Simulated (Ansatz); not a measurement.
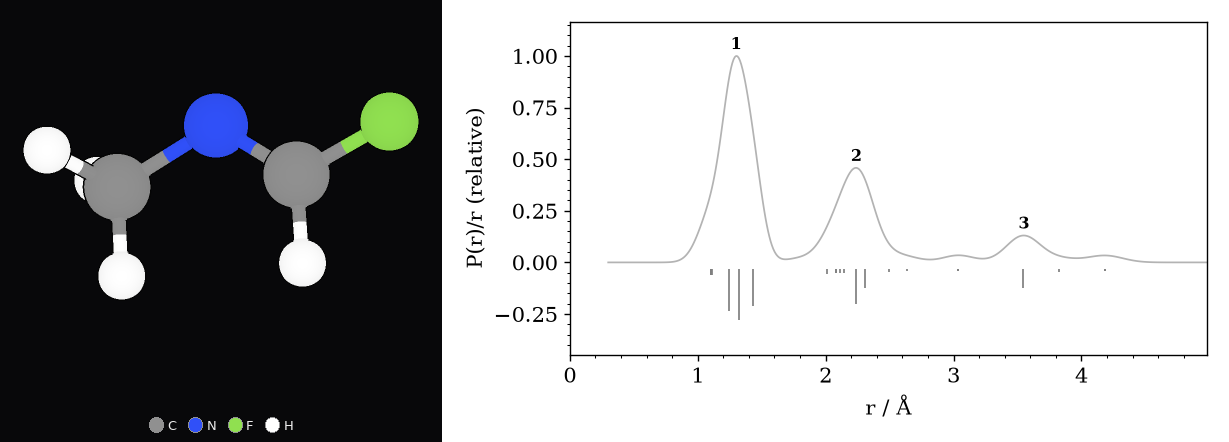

Simulated gas electron diffraction: radial distribution curve of C2H4FN. Each pair of atoms contributes with weight ZᵢZⱼ/r (bars below the curve); damping constant 0.002 Å²; vibrational amplitudes assumed, not computed: 0.05 Å for bonds, 0.078 Å for bonds to H, 0.06 + 0.015 r up to 0.15 Å for other pairs. The geometry is the end point of an optimisation (RKS PBE0-D4/def2-SVP in Ansatz); it may be a saddle point or a higher isomer.

Q: Assign the numbered peaks of the radial distribution curve (– bonded, ··· not bonded).

A: Peak 1, 1.30 Å: C–H 1.10–1.11 Å (×4), N–C 1.24–1.43 Å (×2), F–C 1.32 Å, not resolved
Peak 2, 2.24 Å: N···H 2.08–2.15 Å (×4), F···N 2.24 Å, C···C 2.31 Å, not resolved
Peak 3, 3.55 Å: F···C 3.55 Å, F···H 3.82 Å, not resolved
